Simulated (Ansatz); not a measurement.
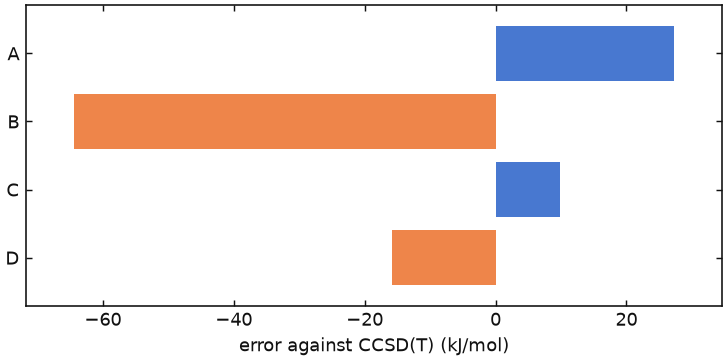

Error in the electronic atomisation energy (method less reference, so positive means overbinding) of C₃H₉BSi, SMILES BC(=C)[SiH2]C: functionals in def2-TZVPP against frozen-core CCSD(T) at the limit (MP2 extrapolated from triple and quadruple zeta, plus CCSD(T) less MP2 in a smaller set), which gives 5236.4 kJ/mol, at a PBE0-D4/def2-TZVP geometry (a minimum by its frequencies), no zero-point or spin-orbit term, the Ansatz code 0.2.0. The reference leaves out core correlation, a term that grows with the number of heavy atoms. No dispersion term is added to LC-wPBE.

**The letters stand for B3LYP-D4, BHLYP-D4, LC-wPBE and r2SCANh-D4. Which is which?**

A: B3LYP-D4 (27.3 kJ/mol); B: BHLYP-D4 (−64.5 kJ/mol); C: r2SCANh-D4 (9.9 kJ/mol); D: LC-wPBE (−15.9 kJ/mol).

Limits of at least one run: one conformer of a flexible molecule.
